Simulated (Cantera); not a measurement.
Charge: 1 mol Cu, 1.1 mol CO, equilibrated at 0.100 bar.

Equilibrium computed with Cantera from the NASA thermochemical tables; the gas is ideal and each condensed phase is pure. Candidate condensed phases: C, Cu, CuO, Cu₂O; 15 gas species. Kinetics and transport are ignored.

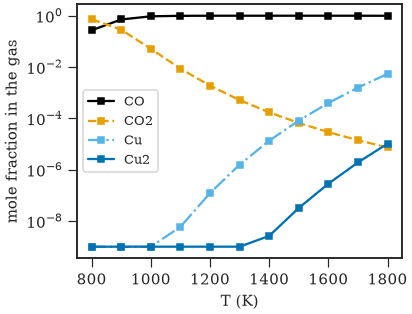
*Equilibrium gas composition (values under 1e-9 drawn at 1e-9)*

From 800 K to 1300 K the condensed part is C(graphite) + Cu(s). At 1400 K the condensed part is C(graphite) + Cu(l). From 1500 K to 1800 K the condensed part is Cu(l).
